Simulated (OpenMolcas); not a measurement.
# Multiconfigurational calculation for Mo³⁺ complex

System: Mo³⁺ with 6 ligands (F and H2O; tetragonal octahedron, 2 Å), neutralised by 6 outer point charges of +0.17 e, whose field is part of the energies.
Method: state-averaged SS-CASPT2, IPEA shift 0.25, imaginary shift 0.1 hartree, closed shells 4s 4p of the metal and the valence shells of the ligands correlated, active space 3 electrons in the shell 4d, basis ANO-RCC-VTZP on the metal and ANO-RCC-VDZP on the ligands, DKH2 scalar Hamiltonian, spin-orbit coupling by RASSI with atomic mean-field integrals (OpenMolcas).

**Input file**
```
&GATEWAY
Coord
11

Mo 0.0 0.0 0.0
F 2.000000 0.000000 0.000000
F 0.000000 2.000000 0.000000
F -2.000000 0.000000 0.000000
F 0.000000 -2.000000 0.000000
O 0.000000 0.000000 2.050000
H 0.779741 0.000000 2.626978
H -0.779741 0.000000 2.626978
O 0.000000 0.000000 -2.050000
H 0.779741 0.000000 -2.626978
H -0.779741 0.000000 -2.626978
Basis=Mo.ANO-RCC-VTZP,F.ANO-RCC-VDZP,H.ANO-RCC-VDZP,O.ANO-RCC-VDZP
Group=XYZ
NoMove
AngMom=0.0 0.0 0.0
AMFI
RICD
XField
3 Angstrom 0
4.800000 0.000000 0.000000 0.166667
0.000000 4.800000 0.000000 0.166667
0.000000 0.000000 5.850000 0.166667
&SEWARD
&RASSCF
FileOrb=start.orb
Symmetry=1
Spin=4
nActEl=3 0 0
Inactive=24 24
Ras2=5 0
CIRoot=10 10 1
SDav=10
CIMx=300
Iter=150 100
PrWF=0.3
OrbListing=Nothing
MaxOrb=0
LevShft=1.0
>>> COPY $Project.JobIph JOB001
&RASSCF
FileOrb=start.orb
Symmetry=1
Spin=2
nActEl=3 0 0
Inactive=24 24
Ras2=5 0
CIRoot=40 40 1
SDav=40
CIMx=300
Iter=150 100
PrWF=0.3
OrbListing=Nothing
MaxOrb=0
LevShft=1.0
>>> COPY $Project.JobIph JOB002
&RASSI
NrOfJobIphs=2 10 40
1 2 3 4 5 6 7 8 9 10
1 2 3 4 5 6 7 8 9 10 11 12 13 14 15 16 17 18 19 20 21 22 23 24 25 26 27
28 29 30 31 32 33 34 35 36 37 38 39 40
IphNames
JOB001
JOB002
EJob
SpinOrbit
DIPRint=1.0
SOCoupling=1000.0
Subsets=2
Property=9
'ANGMOM' 1 'ANGMOM' 2 'ANGMOM' 3 'MLTPL  1' 1 'MLTPL  1' 2 'MLTPL  1' 3
'AMFI' 1 'AMFI' 2 'AMFI' 3
SOProperty=3
'ANGMOM' 1 'ANGMOM' 2 'ANGMOM' 3
>>> COPY JOB001 $Project.JobIph
&CASPT2
Multistate=10 1 2 3 4 5 6 7 8 9 10
NoMult
Frozen=11 9
IPEA=0.25
Imaginary=0.1
MaxIter=60
WThr=0.0 0.3 0.05
PrWF=0.5
NoMix
>>> COPY JOB002 $Project.JobIph
&CASPT2
Multistate=40 1 2 3 4 5 6 7 8 9 10 11 12 13 14 15 16 17 18 19 20 21 22
23 24 25 26 27 28 29 30 31 32 33 34 35 36 37 38 39 40
NoMult
Frozen=11 9
IPEA=0.25
Imaginary=0.1
MaxIter=60
WThr=0.0 0.3 0.05
PrWF=0.5
NoMix
```

The file start.orb holds starting orbitals from an earlier step. A driver script formed the levels outside the program, from RASSI's spin-orbit matrix and the CASPT2 energies (for multi-state variants, the effective Hamiltonian), averaged over the components of each term or state. The log and the time are those of the CASPT2 step.

Launched with:
```bash
OMP_NUM_THREADS=1 MOLCAS_MEM=2457 MOLCAS_PROJECT=a pymolcas a.inp > a.log  # once for each step of the input, in one work folder
```

**Output (extracts)**
```
--- CASPT2 ---
Orbital specifications:
      -----------------------

      Symmetry species                           1   2
                                                ag  au
      Frozen orbitals                           11   9
      Inactive orbitals                         13  15
      Active orbitals                            5   0
      Secondary orbitals                        59  60
      Deleted orbitals                           0   0
      Number of basis functions                 88  84
Type of calculation                        SS-CASPT2
      Fock operator                              state-specific
      IPEA shift                                 0.25
      Real shift                                 0.00
      Imaginary shift                            0.10
      The input orbitals will be transformed to quasi-canonical
Reference energy:       -4596.5361723409
      E2 (Non-variational):      -1.7064071155
      Shift correction:          -0.0012839748
      E2 (Variational):          -1.7076910903
      Total energy:           -4598.2438634312
      Residual norm:              0.0000002972
      Reference weight:           0.70321
      Contributions to the CASPT2 correlation energy
      Active & Virtual Only:         -0.0164427640
      One Inactive Excited:          -0.1838450319
      Two Inactive Excited:          -1.5061193196
Reference energy:       -4596.4299601561
      E2 (Non-variational):      -1.7122891400
      Shift correction:          -0.0013439063
      E2 (Variational):          -1.7136330463
      Total energy:           -4598.1435932025
      Residual norm:              0.0000004906
      Reference weight:           0.70041
      Contributions to the CASPT2 correlation energy
      Active & Virtual Only:         -0.0172401500
      One Inactive Excited:          -0.1926382371
      Two Inactive Excited:          -1.5024107530
::    CASPT2 Root  1     Total energy:  -4598.24386343
::    CASPT2 Root  2     Total energy:  -4598.14359320
::    CASPT2 Root  3     Total energy:  -4598.14315310
::    CASPT2 Root  4     Total energy:  -4598.12608507
::    CASPT2 Root  5     Total energy:  -4598.11621502
::    CASPT2 Root  6     Total energy:  -4598.07412851
::    CASPT2 Root  7     Total energy:  -4598.05984833
::    CASPT2 Root  8     Total energy:  -4598.01042556
::    CASPT2 Root  9     Total energy:  -4597.99405575
::    CASPT2 Root 10     Total energy:  -4597.97260402
--- CASPT2 ---
Orbital specifications:
      -----------------------

      Symmetry species                           1   2
                                                ag  au
      Frozen orbitals                           11   9
      Inactive orbitals                         13  15
      Active orbitals                            5   0
      Secondary orbitals                        59  60
      Deleted orbitals                           0   0
      Number of basis functions                 88  84
Type of calculation                        SS-CASPT2
      Fock operator                              state-specific
      IPEA shift                                 0.25
      Real shift                                 0.00
      Imaginary shift                            0.10
      The input orbitals will be transformed to quasi-canonical
Reference energy:       -4596.4890581516
      E2 (Non-variational):      -1.7254578829
      Shift correction:          -0.0013270907
      E2 (Variational):          -1.7267849736
      Total energy:           -4598.2158431252
      Residual norm:              0.0000005493
      Reference weight:           0.69933
      Contributions to the CASPT2 correlation energy
      Active & Virtual Only:         -0.0252567660
      One Inactive Excited:          -0.1846869403
      Two Inactive Excited:          -1.5155141767
Reference energy:       -4596.4752629465
      E2 (Non-variational):      -1.7248310178
      Shift correction:          -0.0013396398
      E2 (Variational):          -1.7261706576
      Total energy:           -4598.2014336042
      Residual norm:              0.0000005716
      Reference weight:           0.69928
      Contributions to the CASPT2 correlation energy
      Active & Virtual Only:         -0.0247588984
      One Inactive Excited:          -0.1864584454
      Two Inactive Excited:          -1.5136136741
::    CASPT2 Root  1     Total energy:  -4598.21584313
::    CASPT2 Root  2     Total energy:  -4598.20143360
::    CASPT2 Root  3     Total energy:  -4598.20144287
::    CASPT2 Root  4     Total energy:  -4598.19732073
::    CASPT2 Root  5     Total energy:  -4598.19596811
::    CASPT2 Root  6     Total energy:  -4598.15602762
::    CASPT2 Root  7     Total energy:  -4598.15124723
::    CASPT2 Root  8     Total energy:  -4598.13577505
::    CASPT2 Root  9     Total energy:  -4598.11308917
::    CASPT2 Root 10     Total energy:  -4598.11509849
::    CASPT2 Root 11     Total energy:  -4598.10948182
::    CASPT2 Root 12     Total energy:  -4598.09787795
::    CASPT2 Root 13     Total energy:  -4598.09698905
::    CASPT2 Root 14     Total energy:  -4598.09091064
::    CASPT2 Root 15     Total energy:  -4598.08462650
::    CASPT2 Root 16     Total energy:  -4598.07791825
::    CASPT2 Root 17     Total energy:  -4598.06848365
::    CASPT2 Root 18     Total energy:  -4598.07158013
::    CASPT2 Root 19     Total energy:  -4598.07148546
::    CASPT2 Root 20     Total energy:  -4598.03862466
::    CASPT2 Root 21     Total energy:  -4598.02552574
::    CASPT2 Root 22     Total energy:  -4598.03961680
::    CASPT2 Root 23     Total energy:  -4598.02250394
::    CASPT2 Root 24     Total energy:  -4598.02727344
::    CASPT2 Root 25     Total energy:  -4598.00682954
::    CASPT2 Root 26     Total energy:  -4598.00110335
::    CASPT2 Root 27     Total energy:  -4597.98802965
::    CASPT2 Root 28     Total energy:  -4597.97925641
::    CASPT2 Root 29     Total energy:  -4597.97133650
::    CASPT2 Root 30     Total energy:  -4597.97707566
```

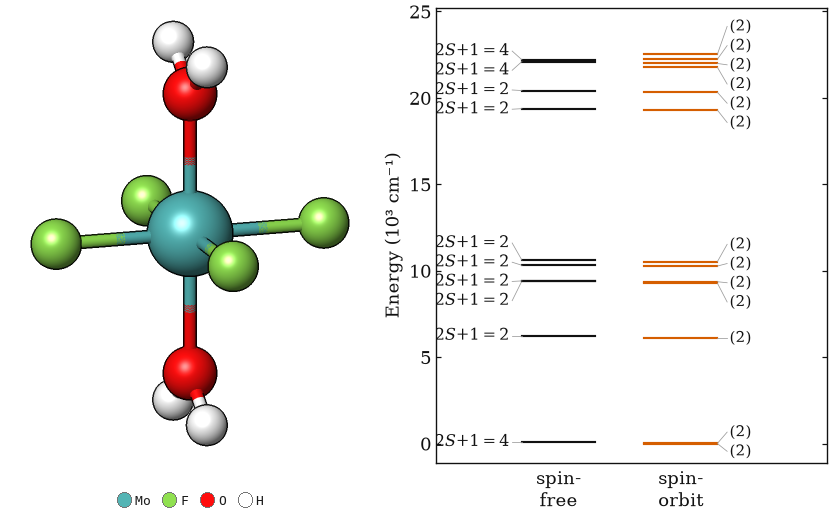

Mo³⁺ (4d³) with 6 ligands, F⁻ with axial H₂O, at 2 Å (arrangement: tetragonal octahedron, Ci), axial distortion 1.025, neutralised by outer point charges of +0.17 e, and its levels. Labels give the representation in O, Td, D4 or D3 as the site allows (double group for half-integer spin) where it could be assigned and, in brackets, the degeneracy; spin-free states, where drawn, share the zero of the spin-orbit levels. The ground level is a Kramers doublet, 99 % from states of spin multiplicity 4. Its principal g values are 1.47, 2.06 and 5.23, easy-axis. The next level lies at 5.2 cm⁻¹.

**Results in brief**

| quantity | value |
| --- | --- |
| outcome | converged |
| energy of the lowest spin-free term | −4598.24386 hartree |
| energy of the lowest spin-orbit level | −4598.24431 hartree |
| CASPT2 correlation energy | −1.7077 hartree |
| largest spread among components of a term | 0.0 cm⁻¹ |
| lowest reference weight | 0.683 |
| hardware | 1 thread of Arm Neoverse V1, 24 GiB of memory available, shared host |
| wall time | 4.9 min |
| peak memory | 0.4 GiB |

**Notes**

Limits: distances are set from ionic radii, not optimised.
